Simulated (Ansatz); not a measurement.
# ClH₄O₂PSn···HCl: what the fields show

```
atom    x (Å)    y (Å)    z (Å)
  Sn   0.3334   0.5260  -0.4582
  Cl   0.0980  -0.6706   3.1888
   O   2.0246  -0.4779  -0.8399
   H   1.8257  -1.2489  -1.4087
  Cl  -0.4706   1.5026  -2.4607
   O  -1.1472  -0.7076   0.0643
   H  -1.0021  -0.9358   1.0102
   P   0.9928   2.2610   1.2722
   H   2.3334   2.3185   0.7566
   H   0.5057   3.3439   0.4628
   H   0.3272   0.6035   2.9571
```

Core potentials replace the inner electrons of Sn.

Theory: Ansatz, RKS PBE-D4/def2-SVP.

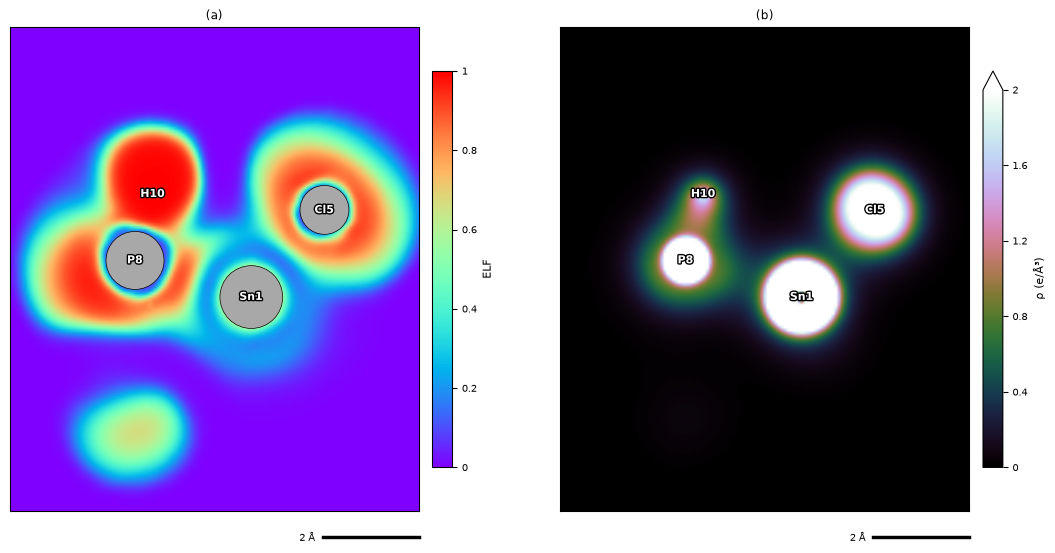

Figure 1. (a) electron localisation function; (b) electron density on the plane of atoms Cl5, Sn1 and P8. Grey discs cover the atomic cores in the ELF map.

### Read the bonding off the picture.

The plane passes through Sn, Cl, P and H nuclei.
Sn–Cl (2.37 Å): ρ is about 0.52 e/Å³ halfway; the ELF peaks at about 0.80 in the valence shell of Cl, 0.8 Å from its nucleus, and drops to about 0.15 between the two atoms.
Sn–P (2.54 Å): ρ is about 0.49 e/Å³ halfway; the ELF peaks at about 0.90 in the valence shell of P, 1.0 Å from its nucleus, and drops to about 0.20 between the two atoms.
P–H (1.44 Å): ρ is about 1 e/Å³ halfway; the ELF climbs to about 1 towards the hydrogen, as it does in any bond to H.
The ELF also peaks beside P8 and Cl5, away from the bonds: lone-pair regions.

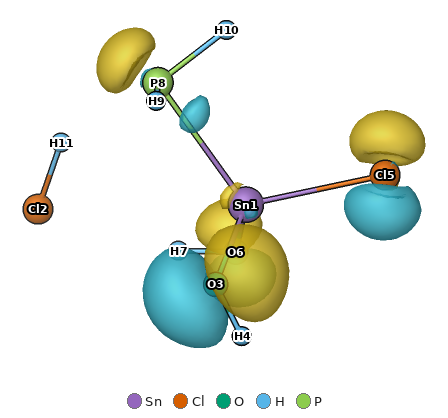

Figure 2. The HOMO−1 at ±0.15 Å⁻³ᐟ² (yellow and cyan are the two phases), seen at a tilt.

### Describe this orbital and give its energy.

It lies mainly on O3 (about 50 %), Cl5 (about 15 %), O6 (about 10 %), P8 (about 10 %) and Sn1 (about 10 %); largely a combination of lone pairs on O3, Cl5, O6 and P8. Its energy is −7.02 eV.

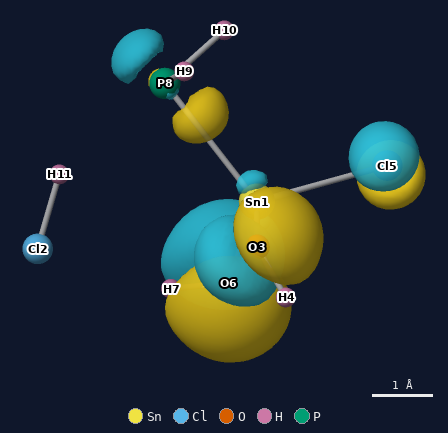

Figure 3. One frontier orbital at ±0.1 Å⁻³ᐟ² (yellow and cyan are the two phases), seen at a tilt.

### Which orbital is it: HOMO or LUMO?

The HOMO, at −6.80 eV. Its weight (Hirshfeld) is mainly on O6 (about 60 %), O3 (about 20 %) and Sn1 (about 5 %).
